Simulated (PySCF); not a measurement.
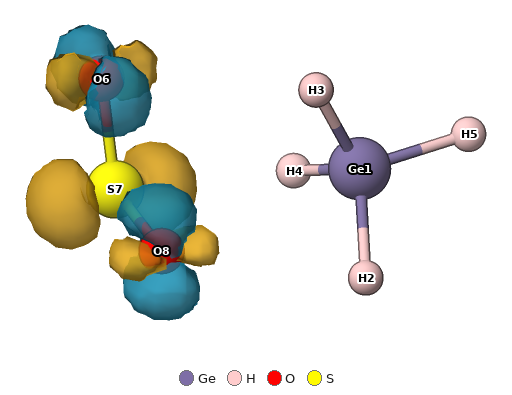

GeH$_{4}$O$_{2}$S, SMILES `[GeH4].O=S=O`. Unrelaxed difference density of S₂ less the ground state (TDA singlet states), ±0.1 e/Å³; yellow: gain, teal: loss.

Method: B3LYP/def2-SVP; geometry: GFN2-xTB; program: PySCF. The pair's geometry is semi-empirical, so its contact may be too short or too long. GFN2-xTB bond lengths at metals and heavier atoms can be off by up to 0.1 Å and shapes distorted, which carries into these values. Without diffuse functions Rydberg states are missing, so the states' numbers hold for this basis only.

Geometry (Å), atoms numbered from 1:

```
Ge1     -1.4019    0.0606    0.0065
H2      -1.4641   -1.4161   -0.0413
H3      -0.8139    0.6848   -1.1956
H4      -0.6187    0.4657    1.2323
H5      -2.7875    0.5931    0.1952
O6       1.8570    1.1236   -0.3570
S7       1.6695   -0.1052    0.3554
O8       1.1221   -1.1964   -0.4038
```

Q: How does the charge move on excitation?

A: 0.74 e is displaced in all, of which about 0.4 e passes between atoms: O8 (0.24 e) and O6 (0.17 e) lose electrons and S7 (0.37 e) gains them. The state: 4.35 eV (285 nm), f = 0.000 (very weak); the leading pair carries 100 %; hole on O8 (46 %), O6 (40 %) and S7 (12 %), electron on S7 (49 %), O6 (23 %) and O8 (22 %); their centroids lie 0.4 Å apart.

Run time: 84 s on 1 thread of Intel(R) Xeon(R) Processor @ 2.70GHz, with other jobs on the host, peak memory 0.56 GiB.
